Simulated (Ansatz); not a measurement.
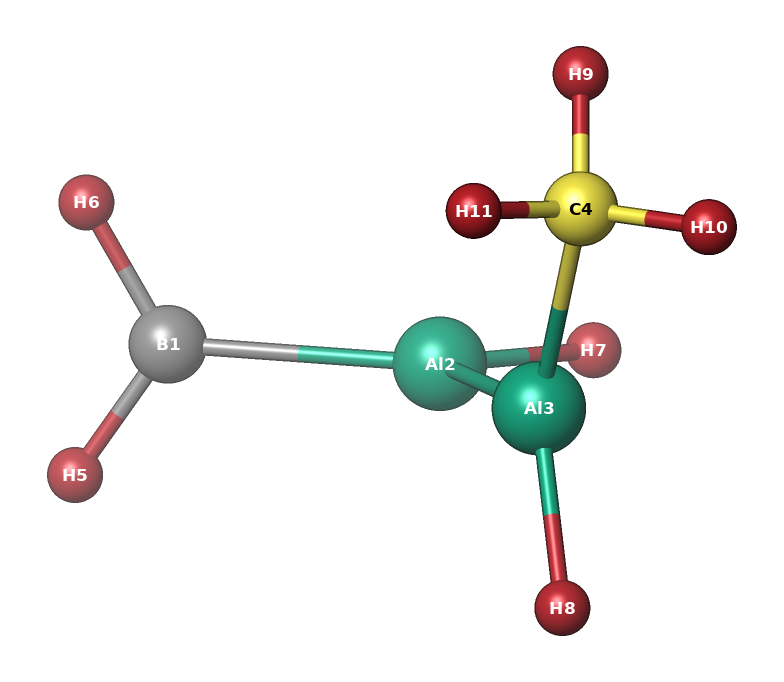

Al2 lies behind Al3. The molecule seen a little off the Al3–Al2 bond, Al3 in front. Depth is shown by fading: the farther an atom, the more it takes the colour of the background. The geometry was computed by an optimisation with PBE-D4/def2-SVP. No frequency run is at hand to confirm it as a minimum.

**What is the torsion angle C4–Al3–Al2–B1? The sign is positive where the front bond must turn clockwise to cover the back bond.**

−88°, about perpendicular.
